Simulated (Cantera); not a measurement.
Charge: 1 mol B2H6, a varied amount of O2, held at 1675 K and 10.0 Torr.

Method: chemical equilibrium by Gibbs-energy minimisation in Cantera with the NASA 1993 tables (ideal gas, pure condensed phases). Candidate condensed phases: B, B2O3, B3O3H3, H2O; 23 gas species. The feed counts by its element totals alone. The tables' values for BH2 are old estimates; treat these amounts as uncertain. Gases not in the tables: H3BO3. Kinetics and transport are ignored.

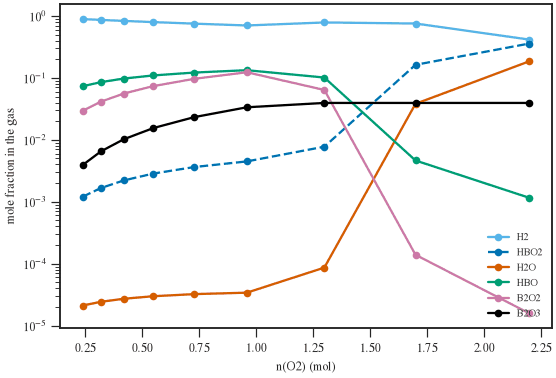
Figure: Equilibrium gas composition (values under 1e-9 drawn at 1e-9)

Problem. Read off the mole fractions at 0.24 mol O2.

Solution. H2 about 0.89, HBO about 0.073, B2O2 about 0.030, B2O3 about 0.0039, HBO2 about 0.0012, H2O about 2.1e-5.
